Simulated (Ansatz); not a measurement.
```yaml
crystal:
  lattice:
    - [5.33669, 0.00000, 0.00000]
    - [0.00000, 5.33669, 0.00000]
    - [0.00000, 0.00000, 5.10157]
  atoms:
    - { symbol: Zr, position: [0.00000, 0.50000, 0.00000] }
    - { symbol: Zr, position: [0.50000, 0.00000, 0.00000] }
    - { symbol: Zr, position: [0.00000, 0.00000, 0.00000] }
    - { symbol: Cd, position: [0.50000, 0.50000, 0.50000] }
    - { symbol: Cd, position: [0.50000, 0.50000, 0.00000] }
```

Space group P4/mmm; changed on purpose from its base cell (biaxial strain in the a-b plane, c and atoms relaxed: -3.0 %); computed pressure about 4 GPa in this cell.

Computed with Ansatz, DFT PBEsol, scalar-relativistic, plane waves, PAW.

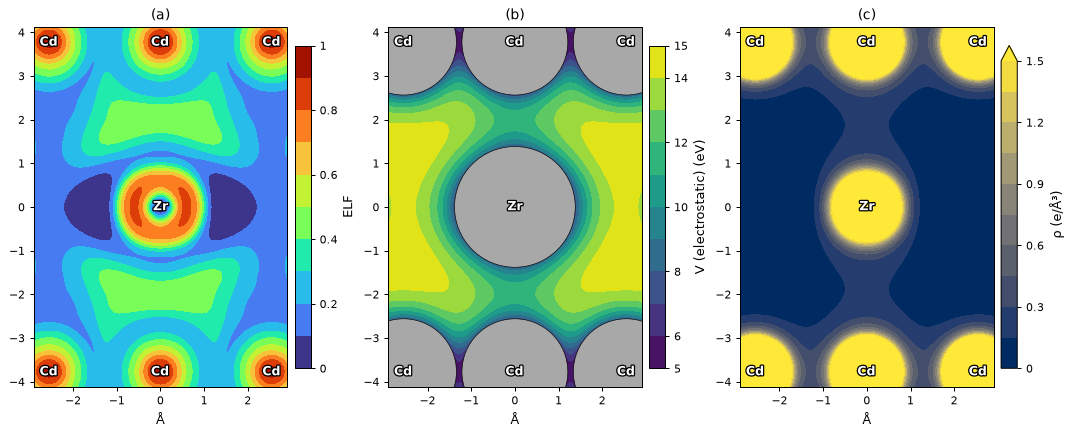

Zr3Cd2. (a) ELF; (b) electrostatic potential (local pseudopotential plus Hartree) felt by an electron; (c) valence charge density (pseudo) on the (110) plane of the conventional cell. Grey discs cover the atomic cores in the potential map.

The density is the valence pseudo-density of a PAW calculation; it isn't the true density close to the nuclei.

### What do the fields say about this system?

The plane passes through Zr and Cd nuclei. Cd–Cd (2.55 Å): ρ at the midpoint is about 0.41 e/Å³; the ELF is about 0.25 at the midpoint; no localised pair shows between them. Between the atoms the lowest density in this plane is 0.02 e/Å³. The features right at Zr and Cd lie inside the PAW spheres, where the map follows smoothed inner orbitals and isn't to be read closely. Outside the cores the potential energy rises away from the atoms and is highest about 2.5 Å from the nearest atoms; its zero is arbitrary.
